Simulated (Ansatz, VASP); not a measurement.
**Cross-check of KMgF3 between VASP and Ansatz**

Wanted: the spread between two codes on one cell, functional and k mesh.

Method: plane waves, with VASP 6.6.1 beside it; relaxation of cell and atoms at PBEsol, in Ansatz 0.2.0.

### Step 1. Starting point

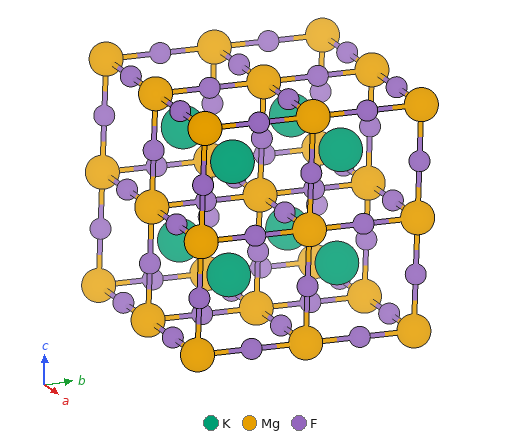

The cell as given, slightly off an axis (potassium teal, magnesium orange, fluorine purple). 2×2×2 cells are drawn. Some periodic images of atoms are drawn too.

### Step 2. VASP: relaxation of cell and atoms, PBEsol

The relaxed volume is the usual yardstick between codes: its relative difference is about their pressure difference at one cell divided by the bulk modulus.

Lines of VASP's logs that name or quote its potential files are left out, and so is its time.

Contents of INCAR:

```
SYSTEM = KMgF3
PREC = Accurate
ENCUT = 520
EDIFF = 1E-06
NELM = 120
ISMEAR = 0
SIGMA = 0.05
LREAL = .FALSE.
ALGO = Normal
GGA = PS
NBANDS = 21
LORBIT = 11
LWAVE = .FALSE.
LCHARG = .FALSE.
KPAR = 4
IBRION = 2
NSW = 40
ISIF = 3
EDIFFG = -0.02
POTIM = 0.4
```

Contents of POSCAR:

```
KMgF3
1.0
    3.9859000000      0.0000000000      0.0000000000
    0.0000000000      3.9859000000      0.0000000000
    0.0000000000      0.0000000000      3.9859000000
K Mg F
1 1 3
Direct
    0.5000000000      0.5000000000      0.5000000000
    0.0000000000      0.0000000000      0.0000000000
    0.0000000000      0.0000000000      0.5000000000
    0.0000000000      0.5000000000      0.0000000000
    0.5000000000      0.0000000000      0.0000000000
```

Contents of KPOINTS:

```
Automatic mesh
0
Gamma
5 5 5
0 0 0
```

The projector-augmented-wave data sets are K_pv, Mg and F (PBE family, release 64).

Run with:

```
$ mpirun -np 4 vasp_std
```

Numbers of over 12 decimals in the logs are rounded to 6 here.

Output:

```text
[banner, memory and clock lines left out]
running    4 mpi-ranks, on    1 nodes
 distrk:  each k-point on    1 cores,    4 groups
 distr:  one band on    1 cores,    1 groups

 POSCAR found type information on POSCAR K MgF
 POSCAR found :  3 types and       5 ions
|                                                                             |
|               ----> ADVICE to this user running VASP <----                  |
|                                                                             |
|     You enforced a specific xc type in the INCAR file but a different       |
|     [... a line on the potential file left out ...]
|     I HOPE YOU KNOW WHAT YOU ARE DOING!                                     |
|                                                                             |

 LDA part: xc-table for (Slater+PW92), standard interpolation
 POSCAR, INCAR and KPOINTS ok, starting setup
 FFT: planning ... GRIDC
 FFT: planning ... GRID_SOFT
 FFT: planning ... GRID
 WAVECAR not read
 entering main loop
       N       E                     dE             d eps       ncg     rms          rms(c)
DAV:   1     0.225659560146E+03    0.22566E+03   -0.15485E+04   420   0.137E+03
DAV:   2    -0.135860596843E+02   -0.23925E+03   -0.22966E+03   541   0.335E+02
DAV:   3    -0.269428139490E+02   -0.13357E+02   -0.13333E+02   510   0.831E+01
DAV:   4    -0.270430004255E+02   -0.10019E+00   -0.10018E+00   460   0.789E+00
DAV:   5    -0.270436667579E+02   -0.66633E-03   -0.66633E-03   511   0.617E-01    0.809E+00
DAV:   6    -0.252002060938E+02    0.18435E+01   -0.68649E+00   483   0.199E+01    0.364E+00
DAV:   7    -0.251867791761E+02    0.13427E-01   -0.24370E-01   478   0.307E+00    0.214E+00
DAV:   8    -0.251783070139E+02    0.84722E-02   -0.62466E-02   486   0.267E+00    0.346E-01
DAV:   9    -0.251769909404E+02    0.13161E-02   -0.11609E-02   540   0.793E-01    0.942E-02
DAV:  10    -0.251772887558E+02   -0.29782E-03   -0.78565E-04   440   0.210E-01    0.529E-02
DAV:  11    -0.251772650521E+02    0.23704E-04   -0.10213E-04   485   0.755E-02    0.199E-02
DAV:  12    -0.251772667986E+02   -0.17465E-05   -0.95770E-06   443   0.224E-02    0.321E-03
DAV:  13    -0.251772668373E+02   -0.38687E-07   -0.58585E-07   360   0.563E-03
   1 F= -.25177267E+02 E0= -.25177267E+02  d E =-.251773E+02
 curvature:   0.00 expect dE= 0.000E+00 dE for cont linesearch  0.000E+00
 trial: gam= 0.00000 g(F)=  0.000E+00 g(S)=  0.132E-02 ort = 0.000E+00 (trialstep = 0.100E+01)
 search vector abs. value=  0.132E-02
 bond charge predicted
       N       E                     dE             d eps       ncg     rms          rms(c)
DAV:   1    -0.251868243718E+02   -0.95576E-02   -0.15258E-01   465   0.330E+00    0.742E-01
DAV:   2    -0.251785163248E+02    0.83080E-02   -0.37193E-02   475   0.137E+00    0.108E-01
DAV:   3    -0.251782421995E+02    0.27413E-03   -0.51727E-04   440   0.195E-01    0.609E-02
DAV:   4    -0.251781311924E+02    0.11101E-03   -0.13453E-04   475   0.103E-01    0.230E-02
DAV:   5    -0.251781263074E+02    0.48851E-05   -0.13124E-05   478   0.254E-02    0.518E-03
DAV:   6    -0.251781254938E+02    0.81353E-06   -0.59747E-07   255   0.609E-03
   2 F= -.25178125E+02 E0= -.25178125E+02  d E =-.858657E-03
 trial-energy change:   -0.000859  1 .order   -0.000848   -0.001319   -0.000378
 step:   1.3676(harm=  1.4012)  dis= 0.00000  next Energy=   -25.178195 (dE=-0.929E-03)
 reached required accuracy - stopping structural energy minimisation
```

From OUTCAR (step 2):

```text
ion  position               nearest neighbor table
   1  0.500  0.500  0.500-   3 2.82   4 2.82   5 2.82   4 2.82   5 2.82   3 2.82   5 2.82   5 2.82
                             3 2.82   4 2.82   4 2.82   3 2.82   2 3.45   2 3.45   2 3.45   2 3.45
   2  0.000  0.000  0.000-   3 1.99   4 1.99   5 1.99   3 1.99   4 1.99   5 1.99   1 3.45   1 3.45
                             1 3.45   1 3.45   1 3.45   1 3.45   1 3.45   1 3.45
   3  0.000  0.000  0.500-   2 1.99   2 1.99   1 2.82   1 2.82   1 2.82   1 2.82
   4  0.000  0.500  0.000-   2 1.99   2 1.99   1 2.82   1 2.82   1 2.82   1 2.82
   5  0.500  0.000  0.000-   2 1.99   2 1.99   1 2.82   1 2.82   1 2.82   1 2.82

  LATTYP: Found a simple cubic cell.
 ALAT       =     3.9859000000

 Subroutine GETGRP returns: Found 48 space group operations
 (whereof 48 operations were pure point group operations)

The static configuration has the point symmetry O_h .

 Found     10 irreducible k-points:

   k-points           NKPTS =     10   k-points in BZ     NKDIM =     10   number of bands    NBANDS=     21

   dimension x,y,z NGX =    30 NGY =   30 NGZ =   30
   dimension x,y,z NGXF=    60 NGYF=   60 NGZF=   60

   ENCUT  =  520.0 eV  38.22 Ry    6.18 a.u.   7.41  7.41  7.41*2*pi/ulx,y,z

   NELECT =      30.0000    total number of electrons

 k-points in reciprocal lattice and weights: Automatic mesh
   0.00000000  0.00000000  0.00000000       0.008
   0.20000000  0.00000000  0.00000000       0.048
   0.40000000  0.00000000  0.00000000       0.048
   0.20000000  0.20000000  0.00000000       0.096
   0.40000000  0.20000000  0.00000000       0.192
   0.40000000  0.40000000  0.00000000       0.096
   0.20000000  0.20000000  0.20000000       0.064
   0.40000000  0.20000000  0.20000000       0.192
   0.40000000  0.40000000  0.20000000       0.192
   0.40000000  0.40000000  0.40000000       0.064

 average (electrostatic) potential at core
       1 -12.3674       2 -39.2982       3 -78.6856       4 -78.6856       5 -78.6856

 E-fermi :  -2.7342

 k-point     1 :       0.0000    0.0000    0.0000
  band No.  band energies     occupation
    ...
     11      -3.5954      2.00000
     12      -3.5954      2.00000
     13      -3.2980      2.00000
     14      -3.2980      2.00000
     15      -3.2980      2.00000
     16       4.1051      0.00000
     17       6.9757      0.00000
     18       6.9757      0.00000
     19       9.2556      0.00000
     20       9.2556      0.00000
    ...

 k-point     2 :       0.2000    0.0000    0.0000
  band No.  band energies     occupation
    ...
     11      -3.6750      2.00000
     12      -3.6750      2.00000
     13      -3.6646      2.00000
     14      -3.3712      2.00000
     15      -3.3712      2.00000
     16       4.7902      0.00000
     17       7.3298      0.00000
     18       7.3806      0.00000
     19       9.4618      0.00000
     20       9.4681      0.00000
    ...

 k-point     3 :       0.4000    0.0000    0.0000
  band No.  band energies     occupation
    ...
     11      -3.8212      2.00000
     12      -3.8136      2.00000
     13      -3.8136      2.00000
     14      -3.4843      2.00000
     15      -3.4843      2.00000
     16       6.3238      0.00000
     17       7.6387      0.00000
     18       7.9496      0.00000
     19       9.8195      0.00000
     20       9.8195      0.00000
    ...

  Total        0.0683247      0.0683247      0.0683247      0.0000000      0.0000000     -0.0000000
  in kB        1.7191415      1.7191415      1.7191415      0.0000000      0.0000000     -0.0000000
  external PRESSURE =       1.7191415 kB  Pullay stress =       0.0000000 kB

  energy-cutoff  :      520.00
  volume of cell :       63.68
      direct lattice vectors                 reciprocal lattice vectors
     3.993242219 -0.000000000 -0.000000000     0.250423076  0.000000000  0.000000000
    -0.000000000  3.993242219 -0.000000000     0.000000000  0.250423076 -0.000000000
    -0.000000000  0.000000000  3.993242219     0.000000000  0.000000000  0.250423076

 POSITION                                       TOTAL-FORCE (eV/Angst)
 -----------------------------------------------------------------------------------
      1.99662      1.99662      1.99662         0.000000      0.000000      0.000000
      0.00000      0.00000      0.00000        -0.000000     -0.000000      0.000000
     -0.00000      0.00000      1.99662        -0.000000      0.000000      0.000000
     -0.00000      1.99662     -0.00000        -0.000000     -0.000000      0.000000
      1.99662     -0.00000     -0.00000        -0.000000     -0.000000      0.000000
 -----------------------------------------------------------------------------------
    total drift:                                0.000000     -0.000000      0.000000

  FREE ENERGIE OF THE ION-ELECTRON SYSTEM (eV)
  ---------------------------------------------------
  free  energy   TOTEN  =       -25.1781254938 eV

  energy  without entropy=      -25.1781254938  energy(sigma->0) =      -25.17812549

 reached required accuracy - stopping structural energy minimisation

 total charge
# of ion       s       p       d       tot
------------------------------------------
    1        0.069   6.118   0.085   6.272
    2        0.127   0.161   0.079   0.366
    3        1.728   4.394   0.000   6.122
    4        1.728   4.394   0.000   6.122
    5        1.728   4.394   0.000   6.122
--------------------------------------------------
tot          5.380  19.461   0.163  25.004

[... 3 further parts left out ...]
```

CONTCAR:

```
KMgF3
   1.00000000000000
     3.9932422191512269   -0.0000000000000000   -0.0000000000000000
    -0.0000000000000000    3.9932422191512269   -0.0000000000000000
    -0.0000000000000000    0.0000000000000000    3.9932422191512269
  K               Mg              F
     1     1     3
Direct
     0.5000000000000000    0.5000000000000000    0.5000000000000000
     0.0000000000000000    0.0000000000000000    0.0000000000000000
     0.0000000000000000    0.0000000000000000    0.5000000000000000
     0.0000000000000000    0.5000000000000000    0.0000000000000000
     0.5000000000000000    0.0000000000000000    0.0000000000000000
```

### Step 3. Ansatz: relaxation of cell and atoms, PBEsol

Ansatz runs on its default PAW (the set named soft_2) files.

The same cell, functional, mesh and smearing now go to Ansatz, which takes its cutoff from its data sets.

Contents of input.yaml:

```yaml
crystal:
  lattice:
    - [3.9859, 0.0, 0.0]
    - [0.0, 3.9859, 0.0]
    - [0.0, 0.0, 3.9859]
  atoms:
    - { symbol: K, position: [0.5, 0.5, 0.5] }
    - { symbol: Mg, position: [0.0, 0.0, 0.0] }
    - { symbol: F, position: [0.0, 0.0, 0.5] }
    - { symbol: F, position: [0.0, 0.5, 0.0] }
    - { symbol: F, position: [0.5, 0.0, 0.0] }
hamiltonian:
  xc: pbesol
  pseudopotentials: { kind: paw }
kpoints:
  mp_grid: { grid: [5, 5, 5] }
scf:
  occupations: { method: gaussian, width: 0.05 }
relax:
  f_tol: 0.01
  max_steps: 60
  cell: { stress_tol: 0.05 }
output:
  forces: true
  stress: true
```

Run with:

```
$ ansatz run input.yaml --threads 4 --pin off --max-ram 9216MiB --backend cpu --events-out ev --progress --plain --runs-dir out
```

Output:

```text
Engine: ansatz 0.2.0, x86_64-unknown-linux-gnu
Pseudopotentials: kind: paw
Pseudopotential: K, paw, valence charge 9, recommended cutoff 420 eV (normal), K.paw.azcp
Pseudopotential: Mg, paw, valence charge 10, recommended cutoff 420 eV (normal), Mg.paw.azcp
Pseudopotential: F, paw, valence charge 7, recommended cutoff 420 eV (normal), F.paw.azcp
Functional definition: PBEsol
  exchange = pbesol_x
  correlation = pbesol_c
Crystal: 5 atoms, lattice volume = 63.326 Å³
Basis set: ecut = 420 eV, 1237 PW (Γ), exchange–correlation on 54×54×54 points (8 copies of the dense FFT grid, shifted against one another)
Bands: 25, of which v1, the nominal top of the filled ones, is band 20 counted from 1 (19 counted from 0)
Symmetry: 48 space group operations
Space group: Pm-3m (ITA 221), of the structure as read, at distance tolerance 4.0e-5 Å
k-points: 10 of 125
Non-local potential: K, projectors of the file, l = 0: 3, l = 1: 2, l = 2: 2
Non-local potential: Mg, projectors of the file, l = 0: 3, l = 1: 2, l = 2: 1
Non-local potential: F, projectors of the file, l = 0: 2, l = 1: 2, l = 2: 1
PAW form: soft (Blöchl's): semilocal exchange-correlation on the pseudo side does not see the compensation charge
PAW frozen core: K, regenerated for the run's functional, and the local potential with it (the file was generated under x = pbe(κ = 0.804, μ = 0.219515), c = pbe(β = 0.066725))
PAW frozen core: Mg, regenerated for the run's functional, and the local potential with it (the file was generated under x = pbe(κ = 0.804, μ = 0.219515), c = pbe(β = 0.066725))
PAW frozen core: F, regenerated for the run's functional, and the local potential with it (the file was generated under x = pbe(κ = 0.804, μ = 0.219515), c = pbe(β = 0.066725))
PAW one-centre angular grid: K, 110 points (default); XC on 64 Gauss nodes
PAW one-centre angular grid: Mg, 110 points (default); XC on 64 Gauss nodes
PAW one-centre angular grid: F, 110 points (default); XC on 64 Gauss nodes
Initial density: superposition of atomic densities (neutral atoms: chi_scale 0, normalization atom), corrected by the library's trained network
Initial wavefunctions: pseudopotential atomic-orbital guess
Functional: x = pbesol(κ = 0.804, μ = 0.123457), c = pbesol(β = 0.046)
SCF iter   1: F=—  HF=-5837.516512 eV  |F-HF|=—  |Δ(HF+E_count)|=         —  Δρ=1.37e-2  dr2=7.35e-2  ethr=1.77e-3  ⟨swp⟩=5.7  Hψ=1221  notcnv=0
preconditioner: auto → Resta (q_TF=auto, 2.527 Å⁻¹)  ε∞=2.9  [insulator: Δε(μ)=7.047 eV  Ē_g=18.974 eV  σ=0.050 eV  W_gap=1.00  n_scr=18 (ndim 8)  ℏωp=26.4 eV  f_vac=0.032  D(μ)=0.00/eV (n_scr^D=0)  ε∞_Penn≈2.9]
SCF iter   2: F=—  HF=-5837.493428 eV  |F-HF|=—  |Δ(HF+E_count)|=   2.31e-2  Δρ=2.37e-3  dr2=1.33e-3  ethr=1.84e-4  ⟨swp⟩=2.0  Hψ=516  notcnv=0  defer=9
SCF iter   3: F=—  HF=-5837.493134 eV  |F-HF|=—  |Δ(HF+E_count)|=   2.94e-4  Δρ=9.08e-4  dr2=3.36e-4  ethr=3.32e-6  ⟨swp⟩=2.1  Hψ=398  notcnv=0  defer=9
SCF iter   4: F=—  HF=-5837.493168 eV  |F-HF|=—  |Δ(HF+E_count)|=   3.31e-5  Δρ=2.42e-4  dr2=2.42e-5  ethr=8.40e-7  ⟨swp⟩=2.0  Hψ=274  notcnv=0  defer=9
SCF iter   5: F=—  HF=-5837.493292 eV  |F-HF|=—  |Δ(HF+E_count)|=   1.24e-4  Δρ=3.74e-5  dr2=7.06e-7  ethr=6.05e-8  ⟨swp⟩=2.0  Hψ=421  notcnv=0  defer=9
SCF iter   6: F=-5837.493293 eV  HF=-5837.493293 eV  |F-HF|=6.47e-8  |Δ(HF+E_count)|=   8.26e-7  Δρ=7.64e-6  dr2=3.27e-8  ethr=2.50e-10  ⟨swp⟩=4.5  Hψ=871  notcnv=0
SCF 1 converged in 6 iterations: F = -5837.493293 eV  dr2 = 3.27e-8
  greatest PAW one-centre occupation: 1.000 electrons in one spin orbital (limit 2), on the Mg atom at site 1 (counted from 0), in its partial waves of l = 0
relax step   1: F+E_penalty+E_count = -5837.49329269 eV  Δ(F+E_penalty+E_count) = +0.000e0 eV  max|allowed force component| = 8.425e-29 eV/Å  Δτ_max = 0.0000 Å  P = +0.306 GPa  Ω = 63.326 Å³  (6 SCF iters, dr2 threshold 1.00e-7 eV, accepted)
[...]
relax step   2: F+E_penalty+E_count = -5837.49304975 eV  Δ(F+E_penalty+E_count) = +2.429e-4 eV  max|allowed force component| = 4.339e-30 eV/Å  Δτ_max = 0.0000 Å  P = +0.159 GPa  Ω = 63.441 Å³  energy of the carried Pulay correction = -4.103e-4 eV  (4 SCF iters, dr2 threshold 2.35e-7 eV, accepted)
[...]
relax step   3: F+E_penalty+E_count = -5837.49266790 eV  Δ(F+E_penalty+E_count) = +3.819e-4 eV  max|allowed force component| = 2.090e-30 eV/Å  Δτ_max = 0.0000 Å  P = +0.001 GPa  Ω = 63.566 Å³  energy of the carried Pulay correction = -8.542e-4 eV  (4 SCF iters, dr2 threshold 6.32e-8 eV, accepted)
[...]
relax step   4: F+E_penalty+E_count = -5837.49300203 eV  Δ(F+E_penalty+E_count) = -3.341e-4 eV  max|allowed force component| = 3.119e-30 eV/Å  Δτ_max = 0.0000 Å  P = +0.028 GPa  Ω = 63.566 Å³  stress off target by 2.83e-2 GPa  SCF on the basis re-selected at this cell (its energy is not comparable with the rows above)  (7 SCF iters)
basis re-selected at this cell: Δ(F+E_penalty+E_count) = -3.341e-4 eV, ΔP = +0.028 GPa vs the last step (what re-selecting the basis moved, of the pressure what is left beyond the Pulay correction that the steps carried, after the strain that the cell walked since its last selection, with what the two solves' SCF thresholds leave and, on support functions, any second-order correction that the steps lacked; it is no m [...]
SCF converged after 7 iterations
Free energy (F): -5837.493002 eV
Harris-Foulkes:  -5837.493002 eV  (|F-HF|=1.36e-11)
Internal energy: -5837.493002 eV  (E = F + TS)
E sigma→0 (E₀):  -5837.493002 eV
Fermi energy:    6.236529 eV
--- Per-component energies (eV) ---
  E_band       = -502.222087
  E_kinetic    = 953.620543
  E_local      = -3733.363192  (includes V_loc(G=0)·N_el)
  E_nonlocal   = 330.540623
  E_hartree    = 1354.639353
  E_xc         = -400.899316
  E_vxc        = -508.905604  (∫ρ·V_xc dr)
  E_paw        = -1624.130864  (= ΣΔE_a)
  E_vpaw       = -253.399254  (= ΣTr[D̂ρ^β])
  E_aug_tail   = 0.006078  (compensation charges beyond the density's cutoff)
  E_ewald      = -2718.200302
  E_core_change = 0.294075  (= ΣΔE_core)
  E_smearing   = -0.000000  (= −TS)
  E_closure    = -0.000000  (closes the sum)
  Σ components = -5837.493002   (vs F -5837.493002, Δ=0.00e0)
--- Forces (eV/Å), atoms counted from 1 ---
  atom   1  K      0.00000000    -0.00000000     0.00000000
  atom   2  Mg    -0.00000000    -0.00000000    -0.00000000
  atom   3  F     -0.00000000     0.00000000     0.00000000
  atom   4  F     -0.00000000    -0.00000000     0.00000000
  atom   5  F      0.00000000    -0.00000000     0.00000000
  max |Σ_I F_I| component: 5.44e-30 eV/Å
--- Stress (GPa, compression-positive) ---
        0.028314      -0.000000      -0.000000
        0.000000       0.028314      -0.000000
       -0.000000      -0.000000       0.028314
  P = ⅓ Tr σ = 0.0283 GPa (0.283 kbar)
--- Relaxed structure (3 steps of the walk, 3 accepted, 1 SCFs on fresh bases) ---
  F+E_penalty+E_count = -5837.49300203 eV   max|allowed force component| = 3.119e-30 eV/Å   (the final SCF, on the basis selected at the relaxed cell)
  cell:  # Å, volume = 63.5661 Å³
    - [3.990940, 0, 0]
    - [0, 3.990940, 0.0]
    - [0, 0.0, 3.990940]
  atoms:
    - { symbol: K, position: [0.5, 0.5, 0.5] }
    - { symbol: Mg, position: [0, 0, 0] }
    - { symbol: F, position: [0, 0, 0.5] }
    - { symbol: F, position: [0, 0.5, 0] }
    - { symbol: F, position: [0.5, 0, 0] }
```

Wall time 0.93 s (4 threads of Intel Xeon 6975P-C (Granite Rapids), shared host); peak memory 0.37 GiB; 2.6 s of CPU time.

### Step 4. Comparison

Known differences besides the PAW data sets themselves: both relaxations stop at a tolerance, which leaves soft axes loose, and VASP keeps its plane-wave basis; the data sets hold 40 valence electrons in Ansatz (default PAW (the set named soft_2) files) and 30 in VASP; the cutoff is 420 eV in Ansatz and 520 eV in VASP; Ansatz makes its cores anew for this functional, VASP keeps those of its PBE data sets; VASP leaves aspherical gradient terms in its spheres out (LASPH is not set), Ansatz keeps them; Ansatz adds a Pulay correction to the stress that steers its cell, VASP none. Total energies have different zeros and are not compared.

Both answers:

| quantity | Ansatz | VASP | difference |
| --- | --- | --- | --- |
| volume (Å³) | 63.57 | 63.68 | -0.17 % |
| edge a after relaxation, in the typed setting (Å) | 3.991 | 3.993 | -0.06 % |

The walks stopped with 0.03 GPa left in Ansatz and 0.17 GPa in VASP; each walk ends within a tolerance, so the volume difference is uncertain by about these residues over the bulk modulus, most in soft cells.

### Step 5. What came out

```
difference in volume (relaxation of cell and atoms, PBEsol) : -0.17 %
```

In words: The difference in volume is -0.17 % (relaxation of cell and atoms, PBEsol), within the 1.2 % picked in this series as the mark of a large difference, as far as the stopping tolerances let one tell. Differences of this kind measure data sets and numerical settings, not the functional's error against experiment.

[Lines on the potential files, build, host, timing and source positions are cut from VASP's logs without a mark.]

[Logs are printed without paths, hosts, clocks, repeated set-up lines and the standing remarks that a program may print on its own settings, such as how far it seeks lower states.]

[Hosts, paths, dates, database ids (printed as entryN), source tags and the programs' standing remarks are cut or masked in the printed files.]
